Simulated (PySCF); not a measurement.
Mg(Me)(SMe), SMILES [CH3][Mg][S]C (C2H6MgS), PBE0/def2-SVP optimised geometry. Atoms within 1.6 Å of the plane z = 0.6 Å (x, y, z in Å): Mg1 (-0.13, 0.66, 0.00), C2 (-2.22, 0.70, -0.05), H3 (-2.59, 1.58, -0.61), H4 (-2.65, 0.76, 0.97), H5 (-2.64, -0.19, -0.53), S6 (2.19, 0.66, 0.00), C7 (2.65, -0.57, 1.28), H9 (3.75, -0.60, 1.32), H10 (2.30, -1.58, 1.04).

Method: PBE0/def2-TZVP (PySCF 2.14.0).

Map of the deformation density (molecule minus spherical neutral atoms) (e/bohr³) on the plane z = 0.6 Å:

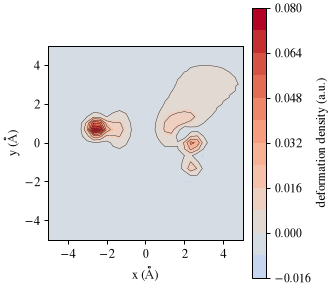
Deformation density (molecule minus spherical neutral atoms) (e/bohr³) on the plane z = 0.6 Å.
